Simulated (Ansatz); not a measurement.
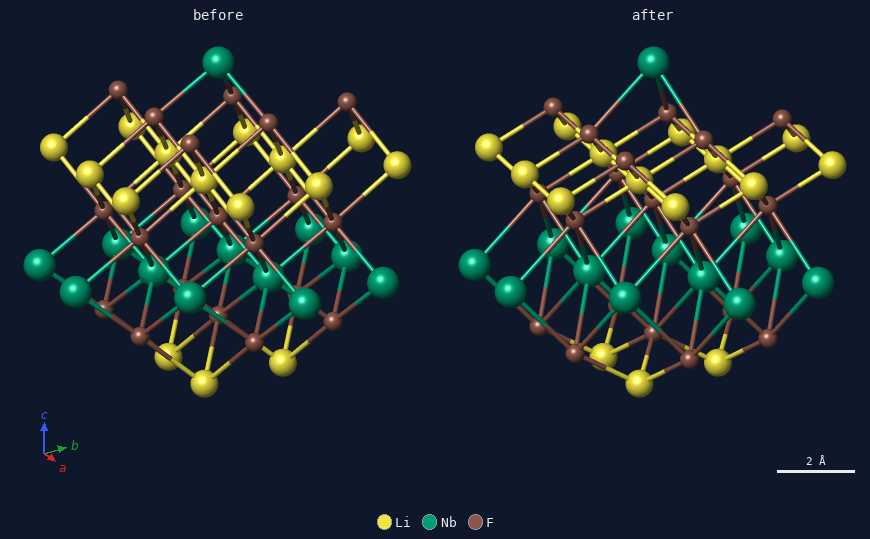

The structure of a crystal of LiNbF$_{2}$ (a generated structure, set up in P6_3/mmc) before (left) and after (right) a relaxation, at one scale.

Style: ball-and-stick. Shown: the atoms within 5.0 Å of the atom that moves most (axes of the cell of the calculation, reduced to other axes), slightly off an axis. Lengths and directions refer to the drawn axes.

The start is a swapped structure.

Level of theory: DFT, PAW plane waves, LDA (Ansatz 0.2.0).

Input file:
```yaml
crystal:
  lattice:
    - [1.52385985, 2.63940179, 0.0]
    - [-1.52385985, 2.63940179, 0.0]
    - [0.0, 0.0, 10.91273213]
  atoms:
    - { symbol: Li, position: [0.0, 0.0, 0.0] }
    - { symbol: Li, position: [0.0, 0.0, 0.5] }
    - { symbol: Nb, position: [0.3333, 0.3334, 0.75] }
    - { symbol: Nb, position: [0.6666, 0.6667, 0.25] }
    - { symbol: F, position: [0.3333, 0.3334, 0.1285] }
    - { symbol: F, position: [0.6666, 0.6667, 0.6285] }
    - { symbol: F, position: [0.3333, 0.3334, 0.3715] }
    - { symbol: F, position: [0.6667, 0.6667, 0.8715] }
  symmetry: { tolerance: 0.0003 }
kpoints:
  mp_grid: { grid: [11, 11, 3], shift: [0, 0, 0] }
magnetization:
  spin_polarized: false
scf:
  occupations: { method: fermi_dirac }
  lower_state_search: "off"
hamiltonian:
  pseudopotentials: { kind: paw }
  xc: lda
basis:
  ecutwfc: 420
  fft_grid_basis: typed
relax:
  max_steps: 80
  f_tol: 0.03
output:
  forces: true
  stress: true
  eigenvalues: true
  bader: true
  populations: true
  elf: true
  write_potential: true
  volumetric_format: npy
  dos:
    e_range: [-12, 8]
    de: 0.05
    projected: { site_lists: { F: [F], Li: [Li], Nb: [Nb] } }
  write_density: true
checkpoint:
  read: saved_state
```

Command:
```bash
ansatz run input.yaml --threads 2 --pin off --max-ram 3584MiB --backend cpu --events-out ev --progress --plain --runs-dir out
```

Summarise the run.

Answer. After 4 accepted moves (5 points after the start) the energy has fallen by 2.690 eV per cell of the calculation. The largest force component goes from 2.3 to 0.024 eV/Å. 1 step only repeated the SCF at the same geometry. The largest moves, 0.46 Å, are those of F5, F6, F7 and F8. F8 goes along +c. Nb and Li stay in place. The cell doesn't change. Some distances before and after: Nb3–F6 2.203 → 2.505 Å, Li1–F5 2.250 → 1.997 Å. Bond angles that change, for instance: F6–Nb3–F8 74.0° → 90.8°, Li2–F6–Nb3 178.4° → 162.9°, F5–Li1–F8 94.7° → 80.6°. The space group stays P6_3/mmc (No. 194). The run took roughly 70 core-seconds on a shared host.
